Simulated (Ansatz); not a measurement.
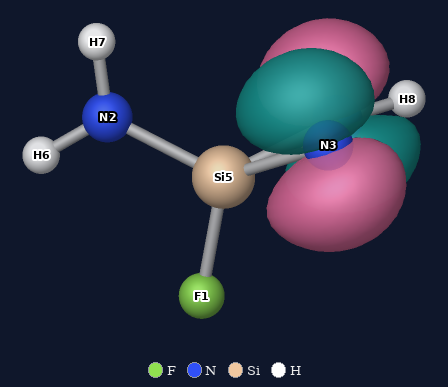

Figure 1: FH3N3Si (SMILES N[Si]1(F)[N]N1) (doublet). One frontier orbital at ±0.15 Å⁻³ᐟ² (teal and pink are the two phases), seen across its widest extent.

Geometry: PBE0-D3(BJ)/pcseg-1.

Method: isolated molecule in a Gaussian basis; Kohn-Sham density functional theory, functional PBE0 in Ansatz.

```csv
atom,x (Å),y (Å),z (Å)
F,0.5353,-1.2496,-0.6896
N,1.1026,-0.4271,1.7255
N,-1.8199,-1.0043,1.0043
N,-1.1985,-2.2532,1.3358
Si,-0.1090,-1.1052,0.7809
H,1.9996,-0.1537,1.3487
H,0.9708,-0.1898,2.6988
H,-1.7560,-3.0802,1.5053
```

Q: Which orbital is it: HOMO (α) or LUMO (α)?

A: The HOMO (α), at −5.82 eV. Its weight (Hirshfeld) is mainly on N3 (about 50 %) and N4 (about 35 %); π-antibonding (π*) across N3–N4.
